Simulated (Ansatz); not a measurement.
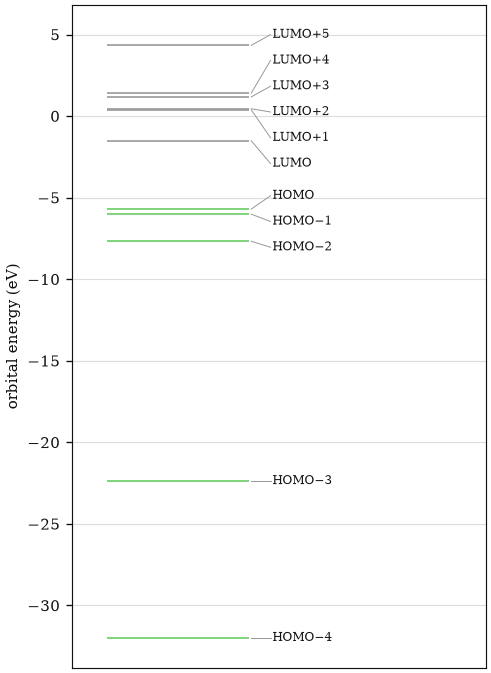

NaO, doublet. Kohn-Sham orbital energies near the frontier (alpha spin), PBE0/def2-TZVPP with the Ansatz code, at a PBE0-D4/def2-TZVP geometry (a minimum by its frequencies), isolated molecule; empty levels in grey, levels within 0.03 eV side by side.

> Where do the highest filled and lowest empty alpha orbitals lie?

HOMO at −5.70 eV, LUMO at −1.51 eV, 4.19 eV apart.

> And the beta frontier levels?

Beta HOMO −4.97 eV, beta LUMO −1.57 eV.

> List the levels.

| orbital | energy (eV) |
| --- | --- |
| LUMO+5 | 4.34 |
| LUMO+4 | 1.41 |
| LUMO+3 | 1.18 |
| LUMO+2 | 0.45 |
| LUMO+1 | 0.39 |
| LUMO | −1.51 |
| HOMO | −5.70 |
| HOMO−1 | −6.01 |
| HOMO−2 | −7.67 |
| HOMO−3 | −22.37 |
| HOMO−4 | −31.98 |

Note: empty levels above zero depend strongly on the basis.
